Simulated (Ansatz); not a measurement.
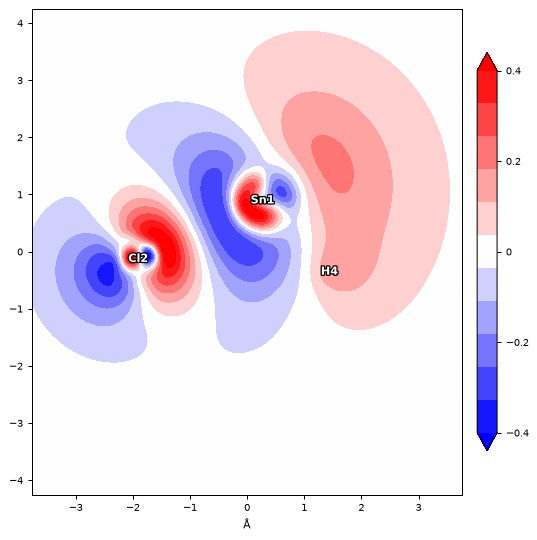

Figure. ClH3Sn···H2O2. One frontier orbital on the plane of atoms Cl2, Sn1 and H4 (values in Å⁻³ᐟ²; the overall sign is arbitrary).

Core potentials replace the inner electrons of Sn.

Method: Ansatz, RKS LDA/def2-SVP.

```xyz
9

Sn   -0.1703    0.3474   -1.3600
Cl    2.0934    0.0349   -0.6159
H    -0.7778   -1.1967   -1.7789
H    -0.9996    1.2449   -0.1649
H     0.1200    1.2711   -2.7881
H     0.9053   -0.7237    0.9136
O    -0.0592   -0.9081    1.1139
O    -0.4067    0.1964    1.9343
H    -0.7051   -0.2661    2.7461
```

Q: Which orbital is it: HOMO or LUMO?

A: The LUMO, at −1.72 eV. It lies mainly on Sn1 (about 55 %) and Cl2 (about 25 %).
